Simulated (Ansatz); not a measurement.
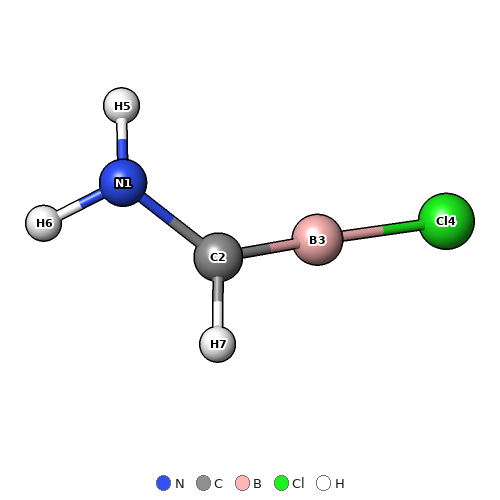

The system is CH₃BClN, SMILES NC=BCl; the picture shows the reference structure. 
- First axis: bond length N1–C2. Second axis: angle N1–C2–H7.
- Nothing is relaxed (all other coordinates rigid).
- Grid: 13 × 13 points.
- All energies are given in kJ/mol relative to the lowest grid point.
- Theory: Ansatz 0.2.0, RKS r2SCAN-D4/def2-TZVP.

Its coordinates:

```xyz
7

N    -0.2762    1.2327    0.0977
C     0.3191   -0.0459    0.2722
B     0.2562   -1.2354   -0.4507
Cl    0.3607   -2.6541   -1.3563
H    -0.9888    1.2269   -0.6199
H    -0.7006    1.5653    0.9563
H     1.0296   -0.0896    1.1007
```

Range: bond length N1–C2 from 1.251 to 1.776 Å; angle N1–C2–H7 from 68.7 to 158.7°.

Predict the map.

The lowest grid point is at bond length N1–C2 = 1.426 Å, angle N1–C2–H7 = 113.7°. It is the only kind of minimum in the scanned range. The highest grid point, bond length N1–C2 = 1.251 Å, angle N1–C2–H7 = 158.7°, lies 330 kJ/mol above the lowest. Round the minimum the two coordinates are nearly uncoupled.

```csv
"angle N1–C2–H7 ↓, bond length N1–C2 →",1.251,1.294,1.338,1.382,1.426,1.470,1.514,1.557,1.601,1.645,1.689,1.733,1.776
158.7,330,280,242,216,198,188,184,185,189,196,205,216,228
151.2,255,209,175,153,139,133,132,136,143,153,165,179,194
143.7,191,148,118,99,89,86,89,95,106,118,133,149,165
136.2,139,100,73,57,50,50,55,64,76,91,108,125,143
128.7,101,65,41,27,22,24,31,42,56,72,90,109,128
121.2,78,43,21,9,6,9,17,29,44,61,80,99,119
113.7,70,36,14,3,0,4,12,25,40,58,77,97,117
106.2,76,41,20,8,6,9,18,30,45,63,82,102,122
98.7,96,61,38,26,22,25,33,45,59,76,94,114,133
91.2,131,94,70,56,51,52,59,69,82,98,115,133,152
83.7,181,142,115,98,91,90,95,103,115,129,144,161,178
76.2,246,203,172,153,143,139,141,147,156,168,182,196,211
68.7,324,276,242,219,205,199,197,200,207,216,227,239,252
```

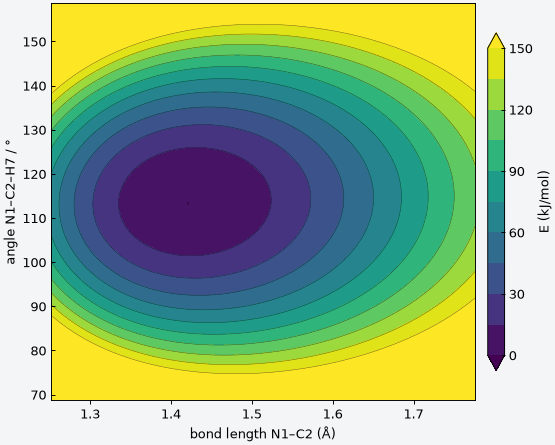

In the figure: filled contours, one colour for all values above the top of the scale. Between grid points the surface is interpolated.

The whole map (169 points run) took 9.5 min on 1 thread of Intel(R) Xeon(R) 6975P-C (Granite Rapids), on a shared host.
